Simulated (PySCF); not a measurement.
SMILES CC/C=C\C(C)C (C₇H₁₄), singlet at its GFN2-xTB optimised geometry (Å):

```
21

C     -0.8357    -2.6965    -0.0983
C     -1.3565    -1.2590    -0.1191
C     -0.7645    -0.4978    -1.2644
C      0.0311     0.5592    -1.2147
C      0.5337     1.2825     0.0000
C      2.0639     1.2825     0.0000
C      0.0007     2.7171     0.0000
H     -1.0669    -3.1999    -1.0347
H      0.2438    -2.7041     0.0368
H     -1.2908    -3.2560     0.7160
H     -1.1308    -0.7780     0.8323
H     -2.4444    -1.2774    -0.2354
H     -1.0268    -0.9012    -2.2357
H      0.3793     0.9878    -2.1473
H      0.1880     0.7836     0.9089
H      2.4438     1.7869    -0.8862
H      2.4444     1.7977     0.8794
H      2.4435     0.2630     0.0044
H      0.3579     3.2560     0.8751
H     -1.0871     2.7175     0.0121
H      0.3347     3.2458    -0.8905
```

Level of theory: B3LYP/def2-SVP (PySCF 2.14.0). Cells within 0.4 Å of a nucleus heavier than hydrogen are left out (blank, or x).

Map of the log10 of the electron density (e/bohr³), floored at −4 on the plane z = 0.0 Å:

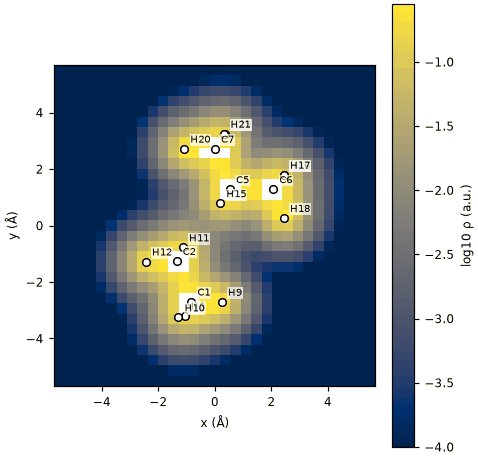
Figure: Log10 of the electron density (e/bohr³), floored at −4 on the plane z = 0.0 Å.
